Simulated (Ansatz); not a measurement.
System (SMILES): FSF.
Geometry (B3LYP-D3(BJ)/def2-TZVP, fixed):
```
S
F 1 1.6052
F 1 1.6052 2 98.75
```
Charge 0, spin multiplicity 1.

Basis-set convergence of the dipole moment at HF with Ansatz (a first-principles code). Dipoles come from the density behind the forces; the sign is taken along the dipole that this method gives in the largest set. All functions are spherical. The program fits the integrals of some runs and decomposes those of others, by size. No added dispersion term, no relativity. Reference: the value in aug-pcseg-3, 1.394 D, itself unsure by roughly 0.002 D (its mean distance from aug-cc-pV(Q+d)Z, def2-QZVPPD). Deviations are taken from unrounded values.

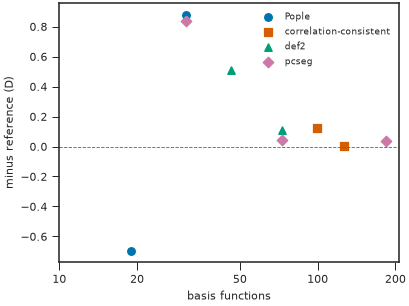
Deviation from the reference against the number of basis functions, by family of sets.

| basis | functions | dipole moment (D) | minus reference (D) |
|---|---|---|---|
| STO-3G | 19 | 0.700 | -0.694 |
| 6-31G | 31 | 2.272 | 0.878 |
| pcseg-0 | 31 | 2.232 | 0.838 |
| def2-SVP | 46 | 1.904 | 0.510 |
| aug-pcseg-1 | 73 | 1.437 | 0.043 |
| def2-SVPD | 73 | 1.501 | 0.107 |
| cc-pV(T+d)Z | 99 | 1.516 | 0.122 |
| jun-cc-pV(T+d)Z | 126 | 1.399 | 0.005 |
| pcseg-3 | 184 | 1.429 | 0.035 |
